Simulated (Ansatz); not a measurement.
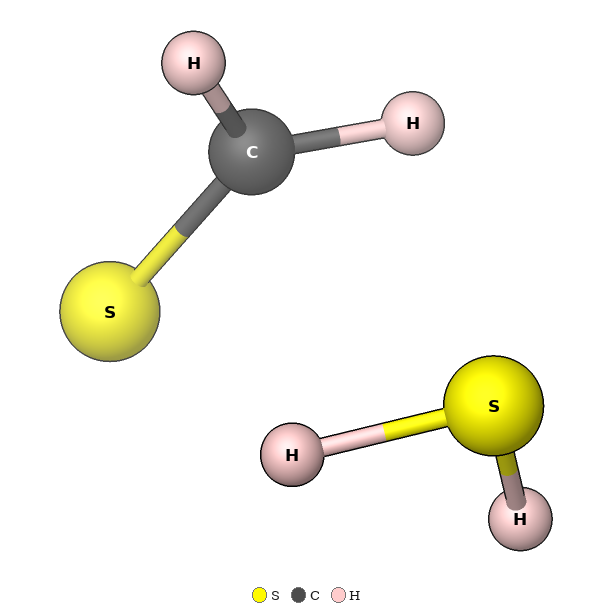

Distant atoms are faded towards the background colour. The computed structure is the end point of a PBE0-D4/def2-TZVP optimisation. No frequency run is at hand to confirm it as a minimum.

List the symmetry elements and name the point group.

Answer. It has 1 mirror plane, so the point group is Cs. The group has 2 operations. The geometry is achiral, and symmetry allows a dipole moment.
